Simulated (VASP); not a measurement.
Band structure of Ga₂In₂N₄ (ordered alloy cell). All values below come from modified Becke-Johnson potential (mBJ), VASP's PBE PAW potentials (set 64) (plane waves; VASP).

mBJ is a potential without an energy functional, so only the levels count. Unless said otherwise, spin-orbit coupling is left out, though it shifts the bands of the heavy elements here.

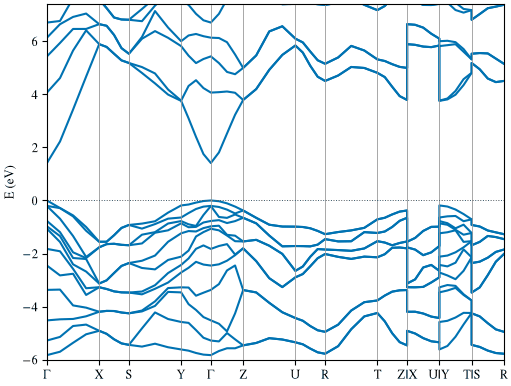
*Bands along high-symmetry lines, zero at the valence-band maximum or, without a gap, the Fermi level*

**Question.** Read the plot: is there a gap, and where are the band edges?

**Answer.** The gap is direct, 1.41 eV, from the valence maximum at Γ to the conduction minimum at Γ.

The structure was generated: Ga2In2N4 was put into an ordered model structure (Pmn2_1), which need not be its known phase. It was relaxed first. The cell's shape comes from a PBE relaxation.
